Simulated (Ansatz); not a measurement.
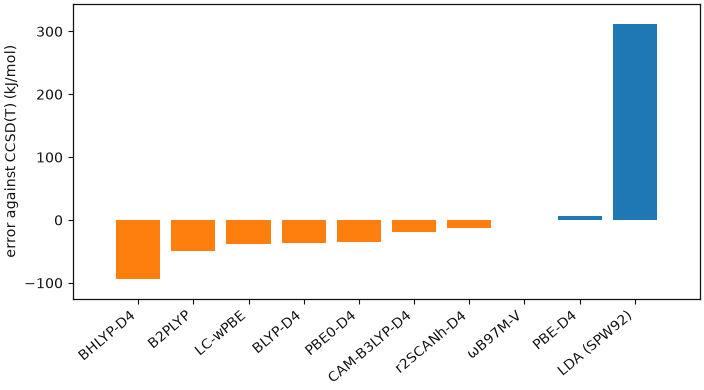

Error in the electronic atomisation energy (method less reference, so positive means overbinding) of Si₂H₃OCl, SMILES Cl[Si@@H]1O[SiH2]1: functionals in def2-TZVPP against frozen-core CCSD(T) at the limit (MP2 extrapolated from triple and quadruple zeta, plus CCSD(T) less MP2 in a smaller set), which gives 2312.0 kJ/mol, at a PBE0-D4/def2-TZVP geometry (a minimum by its frequencies), no zero-point or spin-orbit term, the Ansatz code. The reference leaves out core correlation, a term that grows with the number of heavy atoms. B2PLYP holds a correlation term that converges slowly with the basis, so part of the distance to the limit is basis error. No dispersion term is added to B2PLYP and LC-wPBE.

**What range do the values span?**

From −93.3 kJ/mol (BHLYP-D4) to 311.4 kJ/mol (LDA (SPW92)).

**Give the values.**

```csv
level,kJ/mol
BHLYP-D4,−93.3
B2PLYP,−49.9
LC-wPBE,−38.3
BLYP-D4,−37.2
PBE0-D4,−34.7
CAM-B3LYP-D4,−19.8
r2SCANh-D4,−12.9
ωB97M-V,0.2
PBE-D4,5.6
LDA (SPW92),311.4
```
